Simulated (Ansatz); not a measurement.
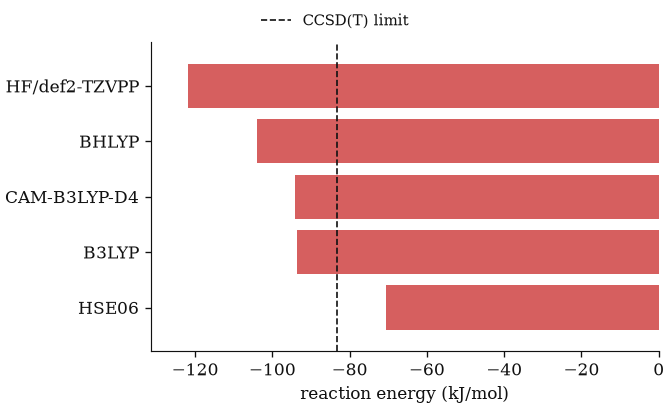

Electronic reaction energy of BSi₃H₉S (BS[SiH2][SiH2][SiH3]) + SiH₄O (O[SiH3]) → Si₃H₈O ([SiH3]O[SiH2][SiH3]) + BSiH₅S (BS[SiH3]) (SMILES in brackets) at several levels (functionals in def2-TZVPP unless a basis is named), isolated molecules at PBE0-D4 triple-zeta geometries, minima by their frequencies, no zero-point or thermal terms, the Ansatz code. The line is frozen-core CCSD(T) at the basis limit (MP2 extrapolated from triple and quadruple zeta, plus CCSD(T) less MP2 in a smaller set). No dispersion term is added to BHLYP, B3LYP and HSE06.

What do zero-point energy and temperature add?

Zero-point change −3.9 kJ/mol; at 298.15 K and 1 bar the CCSD(T) limit plus thermal terms gives an enthalpy of reaction of −87.4 and a free energy of −95.6 kJ/mol (harmonic PBE0-D4 modes, ideal gas).

Which level comes closest to the line (CCSD(T) limit), and which misses most?

Closest B3LYP (−93.6 kJ/mol), against −83.3 kJ/mol; farthest HF/def2-TZVPP (−121.8 kJ/mol).

Caveats: one conformer of each flexible molecule.
